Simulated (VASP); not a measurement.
Band structure of Te2Pd (space group P-3m1). Method: PBEsol GGA, VASP's PBE PAW potentials (set 64) (plane waves; VASP).

Unless said otherwise, spin-orbit coupling is left out, though it shifts the bands of the heavy elements here.

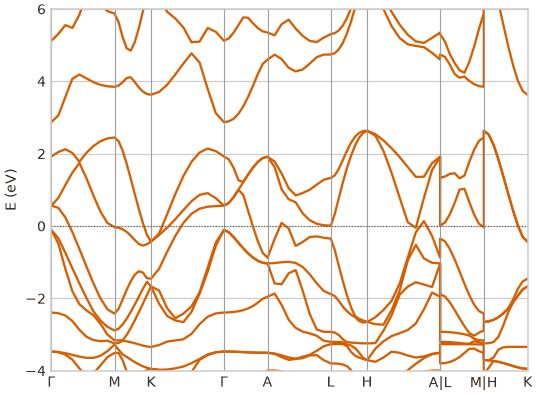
Figure. Bands along high-symmetry lines, zero at the valence-band maximum or, without a gap, the Fermi level

**Question.** Read the plot: is there a gap, and where are the band edges?

**Answer.** It has no gap at this level: it comes out as a metal or semimetal. (Edges off the drawn lines would not show.)

The structure comes from a measured Te2Pd entry (P-3m1) of the Crystallography Open Database, whose conditions weren't checked. It was relaxed first.
